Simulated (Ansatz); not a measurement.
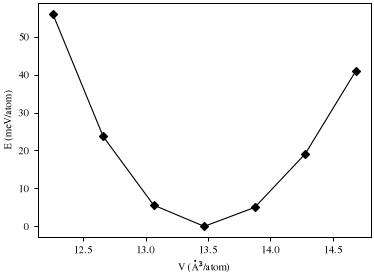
Fig. 1. VSi (CsCl type, Pm-3m) under volume change, DFT-PBE in the program Ansatz with PAW potentials, scaled uniformly.

Q: What does a third-order Birch–Murnaghan fit give for V₀, B₀ and B′?

A: V₀ = 13.47 Å³/atom, B₀ = 140 GPa, B′ = 4.2.

The cell is a constructed one: a structure type filled with these elements; neither database checked (COD, Materials Project) lists it. Whether it is the stable phase at ambient conditions was not checked. The cell was relaxed with PBE under the symmetry of its start, as lowered by the spin order; whether a distortion lowers the energy is not shown. Magnetic state: antiferromagnetic, chosen from 3 collinear starts compared on coarse meshes (ties went to the first, and starts can fall back to one state), not a proven ground state.

Potentials: the later of the program's two PAW sets.
